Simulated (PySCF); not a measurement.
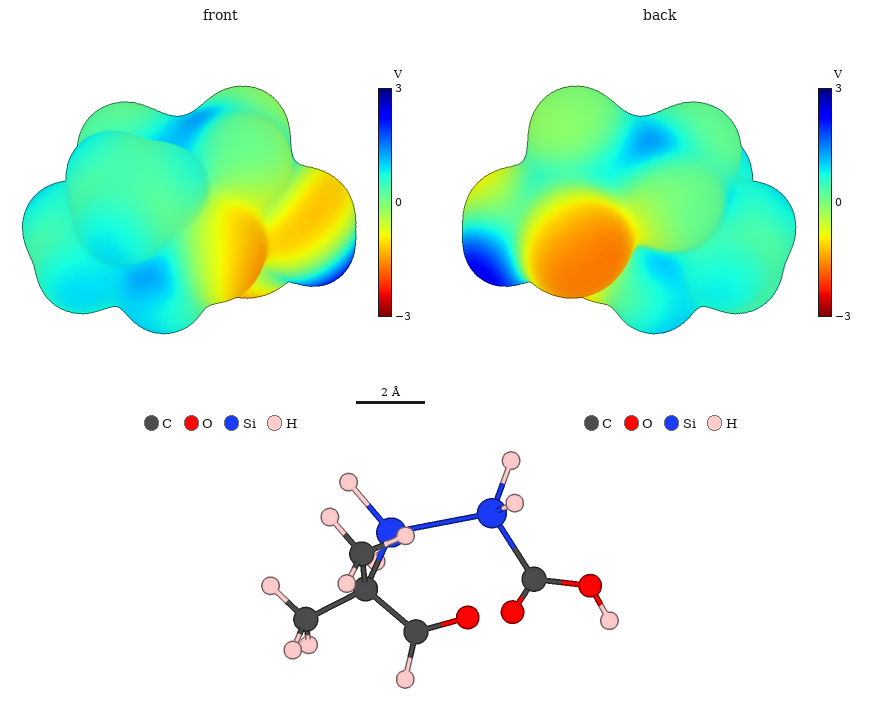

Figure 1: C5H12O3Si2. The molecular electrostatic potential painted on the density surface at 0.002 e/bohr³, seen from the front and from behind; red is negative and blue positive. The bare structure is drawn below in the same view.

Geometry: GFN2-xTB.

All numbers below come from PBE0/pcSseg-1, SCF density, gas phase, non-relativistic in PySCF 2.14.0.

Input

```
{"job": {"kind": "nmr", "xc": "PBE0", "basis": "pcSseg-1"}, "charge": 0, "multiplicity": 1}
C     -2.547345    -0.155490    -0.577305
C     -1.247963     0.065079     0.181915
C     -1.504253     0.814685     1.493235
C     -0.534395    -1.194117     0.458714
O      0.527738    -1.255488     1.044103
Si     0.072725     1.091084    -0.832456
Si     2.081726     0.786887     0.284321
C      2.742404    -0.890691    -0.354326
O      2.354985    -1.425322    -1.367042
O      3.686332    -1.424731     0.416828
H     -2.369135    -0.701672    -1.500772
H     -3.260639    -0.719260     0.024506
H     -3.000045     0.800293    -0.830529
H     -2.250363     0.286368     2.087309
H     -1.875546     1.817380     1.294601
H     -0.591858     0.888069     2.079844
H     -0.993755    -2.117276     0.061455
H     -0.020389     0.599480    -2.213183
H     -0.494828     2.450153    -0.859166
H      3.062468     1.770978    -0.221820
H      2.184401     0.826456     1.740705
H      3.967324    -2.293481     0.077916
```

Run with:

```sh
OMP_NUM_THREADS=1 python probes_run.py task.json out
```

Q: Describe the electrostatic potential map.

A: The most negative region (about −1.7 V, or −39 kcal/mol for a unit charge) lies over O9, the most positive (about +2.3 V, or +53 kcal/mol for a unit charge) over H22. O9 is the likeliest acceptor of a hydrogen bond.
